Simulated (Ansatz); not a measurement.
**BS (doublet): wB97X-V, wB97M-V over a scan of the distance B1–S2, 6-31G, part 1 of 2**

How well do these functionals follow the top wave-function level for BS (doublet) over a scan of the distance B1–S2?

The runs use Ansatz 0.2.0, Gaussian basis; 6-31G, all electrons in the functionals.

The runs, in order: wB97X-V, wB97M-V, at 1.261 Å; 1.413 Å; 1.608 Å; 1.780 Å; 1.980 Å; 2.196 Å; 2.568 Å; 2.909 Å; 3.515 Å; 4.270 Å; 5.451 Å.

25 further runs of the same task are left out: 2 for a known fault of the program, 14 that didn't finish, 9 set aside as unsound or not needed.

**1. The system**

The geometry derives from a PBE0/def2-TZVP stationary point (not a proven minimum). One bond is set to the value named and the two fragments are kept rigid.

2 atoms, charge 0, spin multiplicity 2.

Atoms are counted from 1 here; the program's logs count them from 0.

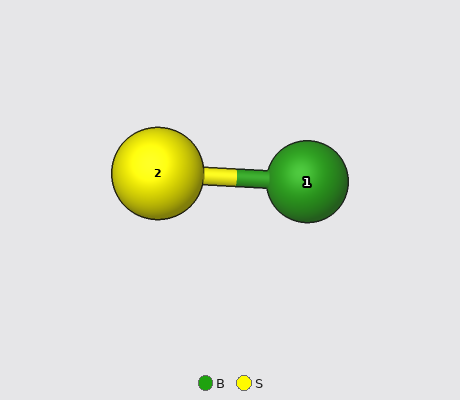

The geometry (boron green, sulfur yellow); atoms are numbered from 1 in the order of the file.

No dispersion term is added; wB97X-V, wB97M-V hold VV10 nonlocal correlation.

The geometry shown and the zero of energy belong to the point 1.608 Å. The yardstick, FCI, and other wave-function levels (R restricted, U unrestricted, valence and pair active spaces) come from earlier runs.

**2. wB97X-V, 1.261 Å**

in.yaml

```yaml
crystal:
  periodic: [false, false, false]
  atoms:
    - {symbol: B, position_ang: [0.000000, 0.000000, 0.000000]}
    - {symbol: S, position_ang: [0.000000, 0.000000, 1.261000]}
basis:
  gaussian: {orbitals: 6-31G}
magnetization: {spin_polarized: true, initial_magnetization: 1}
hamiltonian: {xc: {name: wB97X-V}}
```

The run is started by

```sh
ansatz run in.yaml --threads 1 --pin off --events-out ev --progress --plain --max-ram 2393MiB
```

The program printed:

```text
Functional definition: wB97X-V
  name "wB97X-V"
  cite "Mardirossian & Head-Gordon, Phys. Chem. Chem. Phys. 16, 9904 (2014) doi:10.1039/C3CP54374A"
  cite "Becke, J. Chem. Phys. 107, 8554 (1997) doi:10.1063/1.475007"
  cite "Vydrov & Van Voorhis, J. Chem. Phys. 133, 244103 (2010) doi:10.1063/1.3521275"
  parameter omega = 0.3/bohr
  parameter cx = 0.167
  parameter cx1 = 0.603
  parameter cx2 = 1.194
  parameter css0 = 0.556
  parameter css1 = -0.257
  parameter cos0 = 1.219
  parameter cos1 = -1.850
  parameter b = 6.0
  parameter c = 0.01
  exchange = spin_sum(e_x_unif_sr(omega)*poly(b97_u_x, 1 - cx, cx1, cx2)) + cx*exact_x_sr(omega) + exact_x_lr(omega)
  correlation = spin_sum(e_c_pw_same_spin*poly(b97_u_same, css0, css1))
      + integral(e_c_pw_opposite_spin*poly(b97_u_opposite, cos0, cos1)) + vv10(b, c)
266 factors; integrals over basis functions are off by at most 6.9e-5 eV
86 factors; integrals over basis functions are off by at most 3.1e-6 eV
mean field evaluation 1: about -11499.4259 eV, gradient 7.1e0 eV
mean field evaluation 2: about -11499.8681 eV, gradient 4.6e0 eV
mean field evaluation 4: about -11500.0790 eV, gradient 4.7e-1 eV
mean field evaluation 8: about -11500.1452 eV, gradient 2.9e-2 eV
mean field evaluation 16: about -11500.1452 eV, gradient 2.3e-5 eV
mean field -11500.14524350 eV, -422.6225426204 hartree, gradient 2.3e-5 eV, S^2 0.757554; 0 other end points of the search recorded, 0 dependent functions left out
reference -11500.14524292 eV, -422.6225425990 hartree; 11, 10 occupied and 11, 12 virtual orbitals, 266 factors
Total energy: -11500.14524292 eV, -422.6225425990 hartree
```

It took 1.9 s on 1 thread of Arm Neoverse V2, shared host.

From the report: ⟨S²⟩ of the determinant 0.758 (pure doublet: 0.75).

**3. wB97X-V, 1.413 Å**

in.yaml: that of step 2 with these lines changed.

```diff
@@ -4,3 +4,3 @@
     - {symbol: B, position_ang: [0.000000, 0.000000, 0.000000]}
-    - {symbol: S, position_ang: [0.000000, 0.000000, 1.261000]}
+    - {symbol: S, position_ang: [0.000000, 0.000000, 1.413000]}
 basis:
```

The command is unchanged.

The program printed, cut to the lines that bear on the results:

```text
Functional definition: wB97X-V
  name "wB97X-V"
  cite "Mardirossian & Head-Gordon, Phys. Chem. Chem. Phys. 16, 9904 (2014) doi:10.1039/C3CP54374A"
  cite "Becke, J. Chem. Phys. 107, 8554 (1997) doi:10.1063/1.475007"
  cite "Vydrov & Van Voorhis, J. Chem. Phys. 133, 244103 (2010) doi:10.1063/1.3521275"
[...]
      + integral(e_c_pw_opposite_spin*poly(b97_u_opposite, cos0, cos1)) + vv10(b, c)
266 factors; integrals over basis functions are off by at most 1.1e-4 eV
86 factors; integrals over basis functions are off by at most 3.7e-6 eV
[...]
mean field -11504.47751269 eV, -422.7817505764 hartree, gradient 1.4e-5 eV, S^2 0.760872; 0 other end points of the search recorded, 0 dependent functions left out
reference -11504.47751210 eV, -422.7817505546 hartree; 11, 10 occupied and 11, 12 virtual orbitals, 266 factors
Total energy: -11504.47751210 eV, -422.7817505546 hartree
```

Run time: 1.7 s. Hardware: 1 thread of Arm Neoverse V2, shared host.

From the report: ⟨S²⟩ of the determinant 0.761 (pure doublet: 0.75).

**4. wB97X-V, 1.608 Å**

in.yaml: that of step 3 with these lines changed.

```diff
@@ -4,3 +4,3 @@
     - {symbol: B, position_ang: [0.000000, 0.000000, 0.000000]}
-    - {symbol: S, position_ang: [0.000000, 0.000000, 1.413000]}
+    - {symbol: S, position_ang: [0.000000, 0.000000, 1.607700]}
 basis:
```

Launched as before.

The program printed, cut to the lines that bear on the results:

```text
Functional definition: wB97X-V
  name "wB97X-V"
  cite "Mardirossian & Head-Gordon, Phys. Chem. Chem. Phys. 16, 9904 (2014) doi:10.1039/C3CP54374A"
  cite "Becke, J. Chem. Phys. 107, 8554 (1997) doi:10.1063/1.475007"
  cite "Vydrov & Van Voorhis, J. Chem. Phys. 133, 244103 (2010) doi:10.1063/1.3521275"
[...]
      + integral(e_c_pw_opposite_spin*poly(b97_u_opposite, cos0, cos1)) + vv10(b, c)
266 factors; integrals over basis functions are off by at most 1.6e-4 eV
86 factors; integrals over basis functions are off by at most 5.2e-6 eV
[...]
mean field -11506.10272260 eV, -422.8414759390 hartree, gradient 6.0e-5 eV, S^2 0.765754; 0 other end points of the search recorded, 0 dependent functions left out
reference -11506.10272198 eV, -422.8414759163 hartree; 11, 10 occupied and 11, 12 virtual orbitals, 266 factors
Total energy: -11506.10272198 eV, -422.8414759163 hartree
```

Run time: 1.9 s. Hardware: 1 thread of Arm Neoverse V2, shared host.

From the report: ⟨S²⟩ of the determinant 0.766 (pure doublet: 0.75).

**5. wB97X-V, 1.780 Å**

in.yaml: that of step 4 with these lines changed.

```diff
@@ -4,3 +4,3 @@
     - {symbol: B, position_ang: [0.000000, 0.000000, 0.000000]}
-    - {symbol: S, position_ang: [0.000000, 0.000000, 1.607700]}
+    - {symbol: S, position_ang: [0.000000, 0.000000, 1.780000]}
 basis:
```

Same command.

The program printed, cut to the lines that bear on the results:

```text
Functional definition: wB97X-V
  name "wB97X-V"
  cite "Mardirossian & Head-Gordon, Phys. Chem. Chem. Phys. 16, 9904 (2014) doi:10.1039/C3CP54374A"
  cite "Becke, J. Chem. Phys. 107, 8554 (1997) doi:10.1063/1.475007"
  cite "Vydrov & Van Voorhis, J. Chem. Phys. 133, 244103 (2010) doi:10.1063/1.3521275"
[...]
      + integral(e_c_pw_opposite_spin*poly(b97_u_opposite, cos0, cos1)) + vv10(b, c)
266 factors; integrals over basis functions are off by at most 1.6e-4 eV
86 factors; integrals over basis functions are off by at most 6.7e-6 eV
[...]
mean field -11505.85280254 eV, -422.8322915461 hartree, gradient 4.0e-5 eV, S^2 0.768438; 0 other end points of the search recorded, 0 dependent functions left out
reference -11505.85280189 eV, -422.8322915223 hartree; 11, 10 occupied and 11, 12 virtual orbitals, 266 factors
Total energy: -11505.85280189 eV, -422.8322915223 hartree
```

Wall time 1.9 s (1 thread of Arm Neoverse V2, shared host).

From the report: ⟨S²⟩ of the determinant 0.768 (pure doublet: 0.75).

From 1.608 Å: +5.8 kcal/mol.

**6. wB97X-V, 1.980 Å**

in.yaml: that of step 5 with these lines changed.

```diff
@@ -4,3 +4,3 @@
     - {symbol: B, position_ang: [0.000000, 0.000000, 0.000000]}
-    - {symbol: S, position_ang: [0.000000, 0.000000, 1.780000]}
+    - {symbol: S, position_ang: [0.000000, 0.000000, 1.980000]}
 basis:
```

Same command.

The program printed, cut to the lines that bear on the results:

```text
Functional definition: wB97X-V
  name "wB97X-V"
  cite "Mardirossian & Head-Gordon, Phys. Chem. Chem. Phys. 16, 9904 (2014) doi:10.1039/C3CP54374A"
  cite "Becke, J. Chem. Phys. 107, 8554 (1997) doi:10.1063/1.475007"
  cite "Vydrov & Van Voorhis, J. Chem. Phys. 133, 244103 (2010) doi:10.1063/1.3521275"
[...]
      + integral(e_c_pw_opposite_spin*poly(b97_u_opposite, cos0, cos1)) + vv10(b, c)
266 factors; integrals over basis functions are off by at most 1.6e-4 eV
86 factors; integrals over basis functions are off by at most 8.1e-6 eV
[...]
mean field -11504.87560126 eV, -422.7963800617 hartree, gradient 1.3e-5 eV, S^2 0.766439; 1 other end points of the search recorded, 0 dependent functions left out
reference -11504.87560056 eV, -422.7963800358 hartree; 11, 10 occupied and 11, 12 virtual orbitals, 266 factors
Total energy: -11504.87560056 eV, -422.7963800358 hartree
```

Run time: 2 s. Hardware: 1 thread of Arm Neoverse V2, shared host.

From the report: ⟨S²⟩ of the determinant 0.766 (pure doublet: 0.75).

From 1.608 Å: +28.3 kcal/mol.

**7. wB97X-V, 2.196 Å**

in.yaml: that of step 6 with these lines changed.

```diff
@@ -4,3 +4,3 @@
     - {symbol: B, position_ang: [0.000000, 0.000000, 0.000000]}
-    - {symbol: S, position_ang: [0.000000, 0.000000, 1.980000]}
+    - {symbol: S, position_ang: [0.000000, 0.000000, 2.196000]}
 basis:
```

The command is unchanged.

The program printed, cut to the lines that bear on the results:

```text
Functional definition: wB97X-V
  name "wB97X-V"
  cite "Mardirossian & Head-Gordon, Phys. Chem. Chem. Phys. 16, 9904 (2014) doi:10.1039/C3CP54374A"
  cite "Becke, J. Chem. Phys. 107, 8554 (1997) doi:10.1063/1.475007"
  cite "Vydrov & Van Voorhis, J. Chem. Phys. 133, 244103 (2010) doi:10.1063/1.3521275"
[...]
      + integral(e_c_pw_opposite_spin*poly(b97_u_opposite, cos0, cos1)) + vv10(b, c)
266 factors; integrals over basis functions are off by at most 2.0e-4 eV
86 factors; integrals over basis functions are off by at most 9.1e-6 eV
[...]
mean field -11503.99608696 eV, -422.7640585072 hartree, gradient 9.0e-6 eV, S^2 0.753952; 5 other end points of the search recorded, 0 dependent functions left out
reference -11503.99608607 eV, -422.7640584746 hartree; 11, 10 occupied and 11, 12 virtual orbitals, 266 factors
Total energy: -11503.99608607 eV, -422.7640584746 hartree
```

It took 4.9 s on 1 thread of Arm Neoverse V2, shared host.

From the report: ⟨S²⟩ of the determinant 0.754 (pure doublet: 0.75).

From 1.608 Å: +48.6 kcal/mol.

**8. wB97X-V, 2.568 Å**

in.yaml: that of step 7 with these lines changed.

```diff
@@ -4,3 +4,3 @@
     - {symbol: B, position_ang: [0.000000, 0.000000, 0.000000]}
-    - {symbol: S, position_ang: [0.000000, 0.000000, 2.196000]}
+    - {symbol: S, position_ang: [0.000000, 0.000000, 2.568000]}
 basis:
```

Same command.

The program printed, cut to the lines that bear on the results:

```text
Functional definition: wB97X-V
  name "wB97X-V"
  cite "Mardirossian & Head-Gordon, Phys. Chem. Chem. Phys. 16, 9904 (2014) doi:10.1039/C3CP54374A"
  cite "Becke, J. Chem. Phys. 107, 8554 (1997) doi:10.1063/1.475007"
  cite "Vydrov & Van Voorhis, J. Chem. Phys. 133, 244103 (2010) doi:10.1063/1.3521275"
[...]
      + integral(e_c_pw_opposite_spin*poly(b97_u_opposite, cos0, cos1)) + vv10(b, c)
266 factors; integrals over basis functions are off by at most 1.6e-4 eV
86 factors; integrals over basis functions are off by at most 1.0e-5 eV
[...]
mean field -11503.08106047 eV, -422.7304319041 hartree, gradient 1.6e-5 eV, S^2 0.774634; 7 other end points of the search recorded, 0 dependent functions left out
reference -11503.08105956 eV, -422.7304318706 hartree; 11, 10 occupied and 11, 12 virtual orbitals, 266 factors
Total energy: -11503.08105956 eV, -422.7304318706 hartree
```

It took 5 s on 1 thread of Arm Neoverse V2, shared host.

From the report: ⟨S²⟩ of the determinant 0.775 (pure doublet: 0.75).

From 1.608 Å: +69.7 kcal/mol.

**9. wB97X-V, 2.909 Å**

in.yaml: that of step 8 with these lines changed.

```diff
@@ -4,3 +4,3 @@
     - {symbol: B, position_ang: [0.000000, 0.000000, 0.000000]}
-    - {symbol: S, position_ang: [0.000000, 0.000000, 2.568000]}
+    - {symbol: S, position_ang: [0.000000, 0.000000, 2.909000]}
 basis:
```

Same command.

The program printed, cut to the lines that bear on the results:

```text
Functional definition: wB97X-V
  name "wB97X-V"
  cite "Mardirossian & Head-Gordon, Phys. Chem. Chem. Phys. 16, 9904 (2014) doi:10.1039/C3CP54374A"
  cite "Becke, J. Chem. Phys. 107, 8554 (1997) doi:10.1063/1.475007"
  cite "Vydrov & Van Voorhis, J. Chem. Phys. 133, 244103 (2010) doi:10.1063/1.3521275"
[...]
      + integral(e_c_pw_opposite_spin*poly(b97_u_opposite, cos0, cos1)) + vv10(b, c)
266 factors; integrals over basis functions are off by at most 2.2e-4 eV
86 factors; integrals over basis functions are off by at most 1.1e-5 eV
[...]
mean field -11502.30185988 eV, -422.7017968102 hartree, gradient 1.7e-5 eV, S^2 1.059000; 8 other end points of the search recorded, 0 dependent functions left out
reference -11502.30185912 eV, -422.7017967824 hartree; 11, 10 occupied and 11, 12 virtual orbitals, 266 factors
Total energy: -11502.30185912 eV, -422.7017967824 hartree
```

It took 5.5 s on 1 thread of Arm Neoverse V2, shared host.

From the report: ⟨S²⟩ of the determinant 1.059 (pure doublet: 0.75).

From 1.608 Å: +87.6 kcal/mol.

**10. wB97X-V, 3.515 Å**

in.yaml: that of step 9 with these lines changed.

```diff
@@ -4,3 +4,3 @@
     - {symbol: B, position_ang: [0.000000, 0.000000, 0.000000]}
-    - {symbol: S, position_ang: [0.000000, 0.000000, 2.909000]}
+    - {symbol: S, position_ang: [0.000000, 0.000000, 3.515000]}
 basis:
```

The command is unchanged.

The program printed, cut to the lines that bear on the results:

```text
Functional definition: wB97X-V
  name "wB97X-V"
  cite "Mardirossian & Head-Gordon, Phys. Chem. Chem. Phys. 16, 9904 (2014) doi:10.1039/C3CP54374A"
  cite "Becke, J. Chem. Phys. 107, 8554 (1997) doi:10.1063/1.475007"
  cite "Vydrov & Van Voorhis, J. Chem. Phys. 133, 244103 (2010) doi:10.1063/1.3521275"
[...]
      + integral(e_c_pw_opposite_spin*poly(b97_u_opposite, cos0, cos1)) + vv10(b, c)
266 factors; integrals over basis functions are off by at most 2.5e-4 eV
86 factors; integrals over basis functions are off by at most 1.1e-5 eV
[...]
mean field -11501.60417560 eV, -422.6761573860 hartree, gradient 2.3e-6 eV, S^2 1.523030; 12 other end points of the search recorded, 0 dependent functions left out
reference -11501.60417503 eV, -422.6761573649 hartree; 11, 10 occupied and 11, 12 virtual orbitals, 266 factors
Total energy: -11501.60417503 eV, -422.6761573649 hartree
```

Wall time 12 s (1 thread of Arm Neoverse V2, shared host).

From the report: ⟨S²⟩ of the determinant 1.523 (pure doublet: 0.75). The determinant is far from a pure spin state, so its energy mixes those of several spin states (harmless only where they are near-degenerate, as at dissociation).

From 1.608 Å: +103.7 kcal/mol.

**11. wB97X-V, 4.270 Å**

in.yaml: that of step 10 with these lines changed.

```diff
@@ -4,3 +4,3 @@
     - {symbol: B, position_ang: [0.000000, 0.000000, 0.000000]}
-    - {symbol: S, position_ang: [0.000000, 0.000000, 3.515000]}
+    - {symbol: S, position_ang: [0.000000, 0.000000, 4.270000]}
 basis:
```

The command is unchanged.

The program printed, cut to the lines that bear on the results:

```text
Functional definition: wB97X-V
  name "wB97X-V"
  cite "Mardirossian & Head-Gordon, Phys. Chem. Chem. Phys. 16, 9904 (2014) doi:10.1039/C3CP54374A"
  cite "Becke, J. Chem. Phys. 107, 8554 (1997) doi:10.1063/1.475007"
  cite "Vydrov & Van Voorhis, J. Chem. Phys. 133, 244103 (2010) doi:10.1063/1.3521275"
[...]
      + integral(e_c_pw_opposite_spin*poly(b97_u_opposite, cos0, cos1)) + vv10(b, c)
266 factors; integrals over basis functions are off by at most 4.1e-4 eV
86 factors; integrals over basis functions are off by at most 1.2e-5 eV
[...]
mean field -11501.30901665 eV, -422.6653104946 hartree, gradient 4.4e-6 eV, S^2 1.710371; 9 other end points of the search recorded, 0 dependent functions left out
reference -11501.30901616 eV, -422.6653104766 hartree; 11, 10 occupied and 11, 12 virtual orbitals, 266 factors
Total energy: -11501.30901616 eV, -422.6653104766 hartree
```

Wall time 10 s (1 thread of Arm Neoverse V2, shared host).

From the report: ⟨S²⟩ of the determinant 1.710 (pure doublet: 0.75). The determinant is far from a pure spin state, so its energy mixes those of several spin states (harmless only where they are near-degenerate, as at dissociation).

From 1.608 Å: +110.5 kcal/mol.

**12. wB97X-V, 5.451 Å**

in.yaml: that of step 11 with these lines changed.

```diff
@@ -4,3 +4,3 @@
     - {symbol: B, position_ang: [0.000000, 0.000000, 0.000000]}
-    - {symbol: S, position_ang: [0.000000, 0.000000, 4.270000]}
+    - {symbol: S, position_ang: [0.000000, 0.000000, 5.451000]}
 basis:
```

The command is unchanged.

The program printed, cut to the lines that bear on the results:

```text
Functional definition: wB97X-V
  name "wB97X-V"
  cite "Mardirossian & Head-Gordon, Phys. Chem. Chem. Phys. 16, 9904 (2014) doi:10.1039/C3CP54374A"
  cite "Becke, J. Chem. Phys. 107, 8554 (1997) doi:10.1063/1.475007"
  cite "Vydrov & Van Voorhis, J. Chem. Phys. 133, 244103 (2010) doi:10.1063/1.3521275"
[...]
      + integral(e_c_pw_opposite_spin*poly(b97_u_opposite, cos0, cos1)) + vv10(b, c)
266 factors; integrals over basis functions are off by at most 2.1e-4 eV
86 factors; integrals over basis functions are off by at most 1.3e-5 eV
[...]
mean field -11501.22856716 eV, -422.6623540303 hartree, gradient 1.9e-6 eV, S^2 1.750354; 8 other end points of the search recorded, 0 dependent functions left out
reference -11501.22856666 eV, -422.6623540122 hartree; 11, 10 occupied and 11, 12 virtual orbitals, 266 factors
Total energy: -11501.22856666 eV, -422.6623540122 hartree
```

It took 13 s on 1 thread of Arm Neoverse V2, shared host.

From the report: ⟨S²⟩ of the determinant 1.750 (pure doublet: 0.75). The determinant is far from a pure spin state, so its energy mixes those of several spin states (harmless only where they are near-degenerate, as at dissociation).

From 1.608 Å: +112.4 kcal/mol.

**13. wB97M-V, 1.261 Å**

in.yaml

```yaml
crystal:
  periodic: [false, false, false]
  atoms:
    - {symbol: B, position_ang: [0.000000, 0.000000, 0.000000]}
    - {symbol: S, position_ang: [0.000000, 0.000000, 1.261000]}
basis:
  gaussian: {orbitals: 6-31G}
magnetization: {spin_polarized: true, initial_magnetization: 1}
hamiltonian: {xc: {name: wB97M-V}}
output: {orbitals: {seedname: orbitals}}
```

Same command.

The program printed, cut to the lines that bear on the results:

```text
Functional definition: wB97M-V
  name "wB97M-V"
  cite "Mardirossian & Head-Gordon, J. Chem. Phys. 144, 214110 (2016) doi:10.1063/1.4952647"
  cite "Becke, J. Chem. Phys. 107, 8554 (1997) doi:10.1063/1.475007"
  cite "Vydrov & Van Voorhis, J. Chem. Phys. 133, 244103 (2010) doi:10.1063/1.3521275"
  # Of w^i u^j: cxij and so on, Table III.
[...]
  gx(w, u) = 1 - cx + cx01*u + cx10*w
  gss(w, u) = css00 + css04*u^4 + css10*w + css20*w^2 + css43*w^4*u^3
  gos(w, u) = cos00 + cos10*w + (cos20 + cos21*u)*w^2 + (cos60 + cos61*u)*w^6
[...]
      + integral(e_c_pw_mod_opposite_spin*gos(b97_w_opposite, b97_u_opposite)) + vv10(b, c)
266 factors; integrals over basis functions are off by at most 6.9e-5 eV
86 factors; integrals over basis functions are off by at most 3.1e-6 eV
[...]
mean field -11501.35928781 eV, -422.6671579256 hartree, gradient 5.7e-5 eV, S^2 0.758865; 0 other end points of the search recorded, 0 dependent functions left out
reference -11501.35931261 eV, -422.6671588373 hartree; 11, 10 occupied and 11, 12 virtual orbitals, 266 factors
Total energy: -11501.35931261 eV, -422.6671588373 hartree
```

Wall time 2 s (1 thread of Arm Neoverse V2, shared host).

From the report: ⟨S²⟩ of the determinant 0.759 (pure doublet: 0.75).

**14. wB97M-V, 1.413 Å**

in.yaml

```yaml
crystal:
  periodic: [false, false, false]
  atoms:
    - {symbol: B, position_ang: [0.000000, 0.000000, 0.000000]}
    - {symbol: S, position_ang: [0.000000, 0.000000, 1.413000]}
basis:
  gaussian: {orbitals: 6-31G}
magnetization: {spin_polarized: true, initial_magnetization: 1}
hamiltonian: {xc: {name: wB97M-V}}
output: {forces: true, orbitals: {seedname: orbitals}}
```

Launched as before.

The program printed, cut to the lines that bear on the results:

```text
Functional definition: wB97M-V
  name "wB97M-V"
  cite "Mardirossian & Head-Gordon, J. Chem. Phys. 144, 214110 (2016) doi:10.1063/1.4952647"
  cite "Becke, J. Chem. Phys. 107, 8554 (1997) doi:10.1063/1.475007"
  cite "Vydrov & Van Voorhis, J. Chem. Phys. 133, 244103 (2010) doi:10.1063/1.3521275"
  # Of w^i u^j: cxij and so on, Table III.
[...]
  gx(w, u) = 1 - cx + cx01*u + cx10*w
  gss(w, u) = css00 + css04*u^4 + css10*w + css20*w^2 + css43*w^4*u^3
  gos(w, u) = cos00 + cos10*w + (cos20 + cos21*u)*w^2 + (cos60 + cos61*u)*w^6
[...]
      + integral(e_c_pw_mod_opposite_spin*gos(b97_w_opposite, b97_u_opposite)) + vv10(b, c)
266 factors; integrals over basis functions are off by at most 1.1e-4 eV
86 factors; integrals over basis functions are off by at most 3.7e-6 eV
[...]
mean field -11505.66614134 eV, -422.8254318737 hartree, gradient 1.4e-5 eV, S^2 0.762509; 0 other end points of the search recorded, 0 dependent functions left out
[...]
reference -11505.66616631 eV, -422.8254327912 hartree; 11, 10 occupied and 11, 12 virtual orbitals, 266 factors
Total energy: -11505.66616631 eV, -422.8254327912 hartree
Atom 0 at     0.000000     0.000000     0.000000 Å, force    -0.000000    -0.000000   -17.072968 eV/Å
Atom 1 at     0.000000     0.000000     1.413000 Å, force     0.000000     0.000000    17.072968 eV/Å
Dipole moment:     0.000000     0.000000    -0.176592 e Å
```

Run time: 2.1 s. Hardware: 1 thread of Arm Neoverse V2, shared host.

From the report: ⟨S²⟩ of the determinant 0.763 (pure doublet: 0.75).

(Continued in part 2 of 2.)
